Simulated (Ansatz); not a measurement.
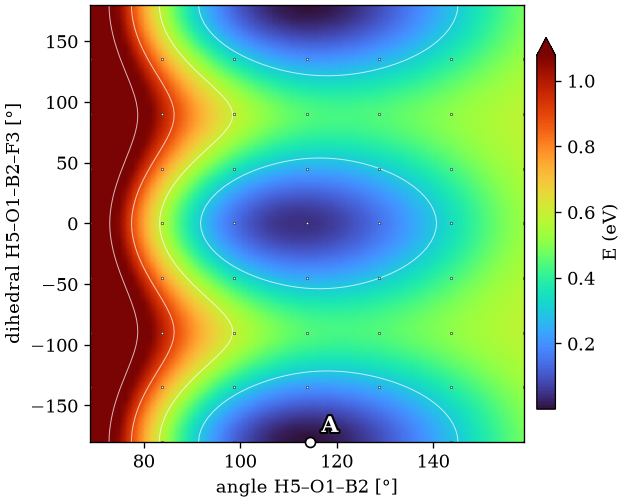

BBrFHO, SMILES OB(F)Br. Coordinates scanned: (1) angle H5–O1–B2; (2) dihedral H5–O1–B2–F3. Nothing is relaxed (all other coordinates rigid). Grid: 7 × 8 points; 35 points were computed and 21 follow by symmetry. Points are written as (first, second). Energies: eV, counted from the relaxed molecule at the same level. Level of theory: RKS wB97X-V/def2-SVP (Ansatz).

Drawn: a smooth colour map with a few white contour lines, dots at the grid points, one colour for all values above the top of the scale, the point A. Between grid points the surface is interpolated.

Find the lowest pass out of the well at A.

The easiest path leads from the well at (113.8°, −180°) to the well at (113.8°, 0°), about 0.043 eV higher. Its highest point lies about 0.43 eV above the bottom of the first well on the interpolated surface, at about (120°, −85°). Seen from the upper well the barrier is about 0.39 eV. The start is the relaxed structure and all else is held, so a fully relaxed path at this level can only be lower.

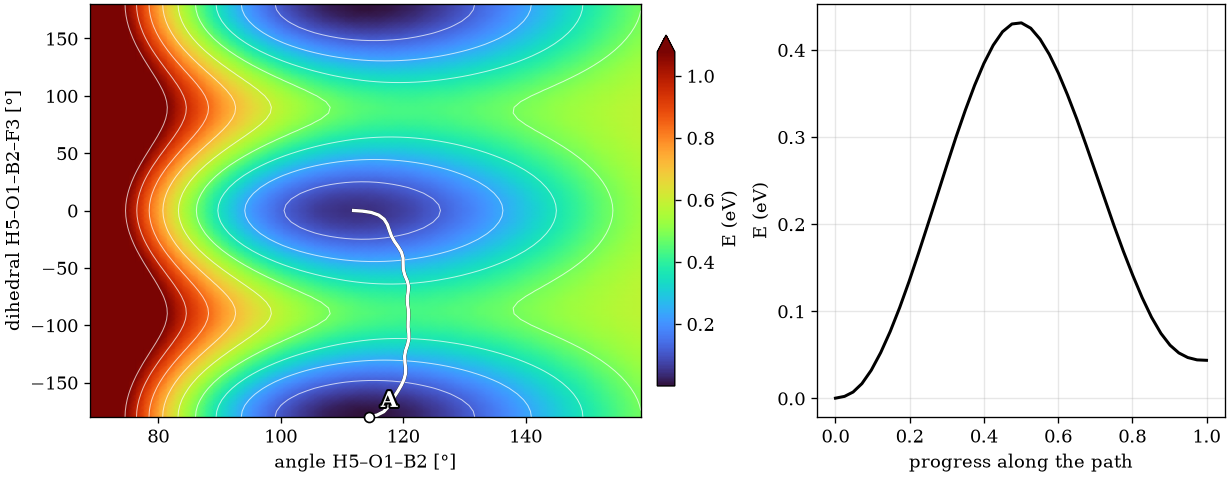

The picture shows a smooth colour map with a few white contour lines, a line along the lowest path, one colour for all values above the top of the scale, the energy along the path at the right. Between grid points the surface is interpolated.
